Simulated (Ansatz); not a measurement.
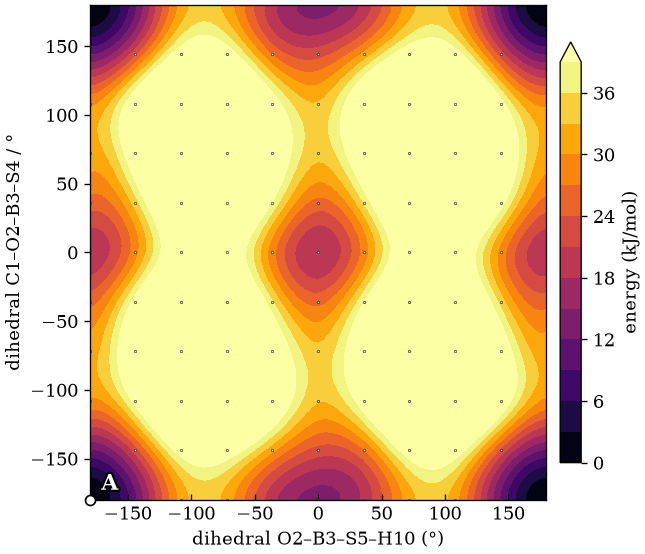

CH₅BOS₂, SMILES COB(S)S. The first coordinate is: dihedral O2–B3–S5–H10; the second: dihedral C1–O2–B3–S4. Nothing is relaxed (all other coordinates rigid). The grid has 10 × 10 points. Energies: kJ/mol, counted from the relaxed molecule at the same level. Method: RKS PBE0-D4/def2-SVP in Ansatz 0.2.0.

Drawn: filled contours, dots at the grid points, one colour for all values above the top of the scale, the well A. Between grid points the surface is interpolated.

Question: Where is the minimum, and how stiff is the well along each coordinate? Take the well at A.

Answer: The interpolated minimum is at dihedral O2–B3–S5–H10 ≈ −180°, dihedral C1–O2–B3–S4 ≈ −180°. The curvatures there are about 0.7 eV/rad² and 0.76 eV/rad², with a cross term of about 0 eV/rad². Round the minimum the contours are nearly round: the two directions are equally stiff and uncoupled. (1 eV is 96.5 kJ/mol.)
